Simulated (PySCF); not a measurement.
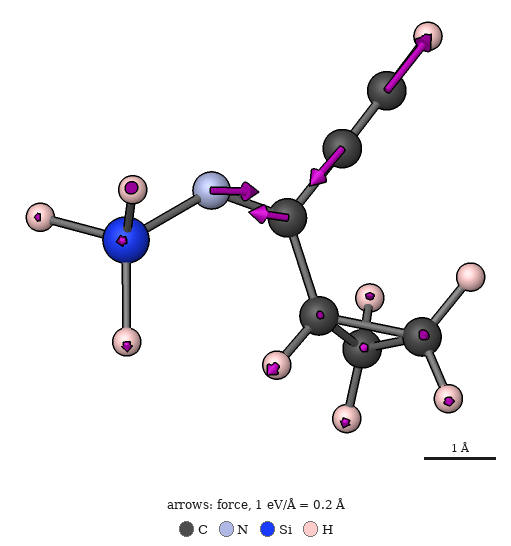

Starting geometry of C6H9NSi with the computed forces as purple arrows. A ball-and-stick model, seen at a tilt.

The start comes from GFN2-xTB. Its atoms were then displaced at random by about 0.01 Å.

Theory: PySCF 2.14.0, density-fitted response routines, PBE0-D3(BJ)/def2-SVP geometry optimisation, gas phase. 

### Is this structure relaxed? If not, where do the atoms go?

It isn't relaxed: the largest force vector, on a C atom, is 5.88 eV/Å. The final displacements have little in common with the starting forces (cosine between the two patterns 0.21). The atom that moves furthest after the best rigid fit is an H atom (0.18 Å). Largest moves by element: H 0.18 Å, C 0.12 Å, N 0.09 Å, Si 0.03 Å. Among the contacts that change: N–Si 1.679 → 1.738 Å, H–Si 1.444 → 1.492 Å, C–C 1.170 → 1.213 Å, H–Si 1.465 → 1.504 Å. Bond angles that change, for instance: N–Si–H 102.2° → 107.2°, N–Si–H 102.9° → 107.4°, H–Si–H 113.7° → 109.3°. The energy falls by 0.378 eV in 9 geometry steps.
